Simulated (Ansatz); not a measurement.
Electronic density of states of amorphous Ni$_{38}$P$_{10}$, density 7.85 g/cm³, on a 2×2×2 Γ-centred mesh with a Gaussian width of 0.1 eV; energies count from the Fermi level. Cell and mesh are small, so fine structure isn't converged. These are PBE, scalar-relativistic without spin-orbit coupling (plane waves to 420 eV, PAW; Ansatz, an electronic-structure program) values and carry that method's errors. Sampling: a 2×2×2 Γ-centred mesh; Fermi-Dirac width 0.1 eV; no spin polarisation.

A CHGNet melt-quench gave the starting glass, which DFT then relaxed. The hot cell started wider than the set density and was brought back towards it in steps. It is the lowest in DFT energy of 3 quenches. It is a model cell: composition and starting density were chosen by hand, and all elements were melted together. No dispersion term was used. Its density started from a set value of 7.73 and ended at 7.85 g/cm³. Cooling (nominally 130 K/ps over its main leg) ran many orders faster than in experiment, which tends to leave more defects and strain. A cell of this size samples the disorder only roughly. Volume and shape were free in the relaxation. On a 2×2×2 Γ-centred mesh force components of up to 0.16 eV/Å stay, since the relaxation ran on one k-point at (1/4, 1/4, 1/4).

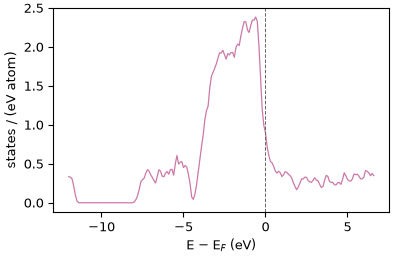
Figure: Density of states per atom
